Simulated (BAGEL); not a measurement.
**RI-MP2/def2-TZVPP (density fitting with qzvpp-jkfit) run of BHO2 (SMILES O=BO)**

What is the energy change on altering one bond length of BHO2 at RI-MP2/def2-TZVPP (density fitting with qzvpp-jkfit)? 

Program for the calculation: BAGEL 1.2.2.

1 further run of the same task is left out (set aside as unsound or not needed). Runs told in other sessions of the task aren't counted.

**1. The molecule**

BHO2 has 4 atoms, charge 0, and is taken as a singlet. SMILES: `O=BO`. Geometry: relaxed at PBE0-D4/def2-TZVP.

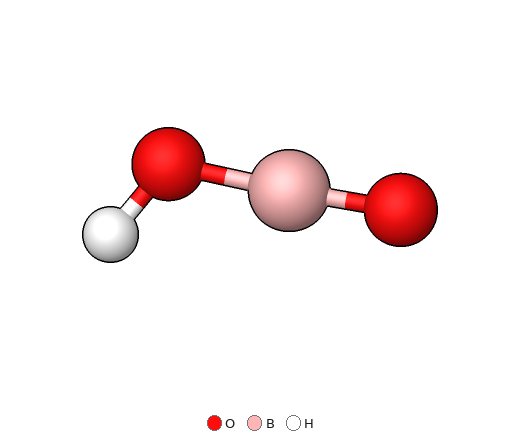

The structure, seen from a chosen angle (oxygen red, boron pink, hydrogen white).

**2. The energy at RI-MP2/def2-TZVPP (density fitting with qzvpp-jkfit)**

Contents of input.json:

```json
{ "bagel" : [

{
  "title" : "molecule",
  "basis" : "tzvpp",
  "df_basis" : "qzvpp-jkfit",
  "angstrom" : true,
  "geometry" : [
    { "atom" : "O", "xyz" : [      -1.555100,       0.523500,       0.428500 ] },
    { "atom" : "B", "xyz" : [      -0.423900,       0.132000,       0.248600 ] },
    { "atom" : "O", "xyz" : [       0.816700,      -0.302000,       0.108600 ] },
    { "atom" : "H", "xyz" : [       1.162300,      -0.353500,      -0.785700 ] }
  ]
},

{
  "title" : "hf"
},

{
  "title" : "mp2",
  "ncore" : 3
}

]}
```

On the command line:

```bash
$ BAGEL_NUM_THREADS=1 BAGEL input.json > input.out
```

Output:

```text
* using 1 threads per process

  ===============================================================
  ===============================================================

  *** Geometry ***

  { "atom" : "O", "xyz" : [     -2.938713,      0.989272,      0.809748 ] },
  { "atom" : "B", "xyz" : [     -0.801055,      0.249444,      0.469786 ] },
  { "atom" : "O", "xyz" : [      1.543339,     -0.570697,      0.205224 ] },
  { "atom" : "H", "xyz" : [      2.196429,     -0.668018,     -1.484758 ] },

  Number of auxiliary basis functions:      247

  Since a DF basis is specified, we compute 2- and 3-index integrals:
    o Being stored without compression. Storage requirement is 0.023 GB

  Number of basis functions:      107
  Number of electrons      :       22

    * METHOD: MOLECULE                             0.10

  *** RHF ***

  === Nuclear Repulsion ===
    54.0055765754

      * DIIS with orbital gradients will be used.

  === RHF iteration (tzvpp) ===
      0       -174.82807865          0.03251175           0.02
      1       -174.97658302          0.02522567           0.02
      2       -175.15831335          0.00244687           0.03
      3       -175.16026087          0.00123335           0.03
      4       -175.16083055          0.00020242           0.02
      5       -175.16086837          0.00005598           0.02
      6       -175.16087110          0.00001579           0.02
      7       -175.16087129          0.00000514           0.02
      8       -175.16087132          0.00000192           0.02
      9       -175.16087132          0.00000093           0.02
     10       -175.16087132          0.00000037           0.03
     11       -175.16087132          0.00000011           0.02
     12       -175.16087132          0.00000006           0.02
     13       -175.16087132          0.00000002           0.02
     14       -175.16087132          0.00000001           0.02
    * SCF iteration converged.

    * Permanent dipole moment:
           (   -1.362777,     0.420438,     0.847834) a.u.

    * METHOD: HF                                   0.45

  *** RHF ***

  === Nuclear Repulsion ===
    54.0055765754

      * DIIS with orbital gradients will be used.

  === RHF iteration (tzvpp) ===
      0       -175.16087132          0.00000000           0.02
    * SCF iteration converged.

    * Permanent dipole moment:
           (   -1.362777,     0.420438,     0.847834) a.u.

  === DF-MP2 calculation ===

    * freezing 3 orbitals
    * 3-index integral transformation done
    * assembly done

      MP2 correlation energy:   -0.5577126767      0.02

      MP2 total energy:       -175.7185840014

    * METHOD: MP2                                  0.08

  ===============================================================
```

Wall time 0.75 s (1 thread of Arm Neoverse V1, shared host).

**3. The distorted shape**

Contents of mp2.json:

```json
{ "bagel" : [

{
  "title" : "molecule",
  "basis" : "tzvpp",
  "df_basis" : "qzvpp-jkfit",
  "angstrom" : true,
  "geometry" : [
    { "atom" : "O", "xyz" : [   -1.831563,    0.564697,    1.143896 ] },
    { "atom" : "B", "xyz" : [   -0.700363,    0.173197,    0.963996 ] },
    { "atom" : "O", "xyz" : [    0.540237,   -0.260803,    0.823996 ] },
    { "atom" : "H", "xyz" : [    1.162300,   -0.353500,   -0.785700 ] }
  ]
},
{ "title" : "hf" },
{ "title" : "mp2", "ncore" : 3 }

]}
```

On the command line:

```bash
$ BAGEL_NUM_THREADS=1 BAGEL mp2.json > mp2.out
```

Output:

```text
* using 1 threads per process

  ===============================================================
  ===============================================================

  *** Geometry ***

  { "atom" : "O", "xyz" : [     -3.461152,      1.067123,      2.161650 ] },
  { "atom" : "B", "xyz" : [     -1.323494,      0.327295,      1.821688 ] },
  { "atom" : "O", "xyz" : [      1.020900,     -0.492846,      1.557127 ] },
  { "atom" : "H", "xyz" : [      2.196429,     -0.668018,     -1.484758 ] },

  Number of auxiliary basis functions:      247

  Since a DF basis is specified, we compute 2- and 3-index integrals:
    o Being stored without compression. Storage requirement is 0.023 GB

  Number of basis functions:      107
  Number of electrons      :       22

    * METHOD: MOLECULE                             0.10

  *** RHF ***

  === Nuclear Repulsion ===
    51.4931152011

      * DIIS with orbital gradients will be used.

  === RHF iteration (tzvpp) ===
      0       -174.58244274          0.03308176           0.02
      1       -174.70826174          0.02939819           0.03
      2       -174.98009383          0.00205771           0.03
      3       -174.98366642          0.00075699           0.03
      4       -174.98419225          0.00021713           0.03
      5       -174.98424167          0.00006961           0.03
      6       -174.98424749          0.00003065           0.03
      7       -174.98424813          0.00001791           0.03
      8       -174.98424843          0.00000638           0.03
      9       -174.98424847          0.00000384           0.02
     10       -174.98424849          0.00000119           0.03
     11       -174.98424849          0.00000040           0.03
     12       -174.98424849          0.00000015           0.03
     13       -174.98424849          0.00000006           0.03
     14       -174.98424849          0.00000003           0.03
     15       -174.98424849          0.00000001           0.02
     16       -174.98424849          0.00000000           0.02
    * SCF iteration converged.

    * Permanent dipole moment:
           (   -1.675365,     0.485364,     1.430627) a.u.

    * METHOD: HF                                   0.53

  *** RHF ***

  === Nuclear Repulsion ===
    51.4931152011

      * DIIS with orbital gradients will be used.

  === RHF iteration (tzvpp) ===
      0       -174.98424849          0.00000000           0.02
    * SCF iteration converged.

    * Permanent dipole moment:
           (   -1.675365,     0.485364,     1.430627) a.u.

  === DF-MP2 calculation ===

    * freezing 3 orbitals
    * 3-index integral transformation done
    * assembly done

      MP2 correlation energy:   -0.5862270984      0.02

      MP2 total energy:       -175.5704755924

    * METHOD: MP2                                  0.08

  ===============================================================
```

Wall time 0.85 s (1 thread of Arm Neoverse V1, shared host).

**4. Outcome**

At RI-MP2/def2-TZVPP (density fitting with qzvpp-jkfit), 3 core orbitals frozen:

| quantity | value |
| --- | --- |
| first shape: total energy | -175.71858 Eh |
| first shape: correlation energy (3 core orbitals frozen) | -557.7 mEh |
| distorted shape: total energy | -175.57048 Eh |
| distorted shape: correlation energy (3 core orbitals frozen) | -586.2 mEh |
| energy change with the O3–H4 bond stretched from 0.960 to 1.728 Å | 4.030 eV |

In words: With the O3–H4 bond stretched from 0.960 to 1.728 Å the energy rises by 4.03 eV (93 kcal/mol). The first shape isn't relaxed at this level, so the change isn't measured from a minimum. A restricted reference can't describe the breaking bond well at this length.
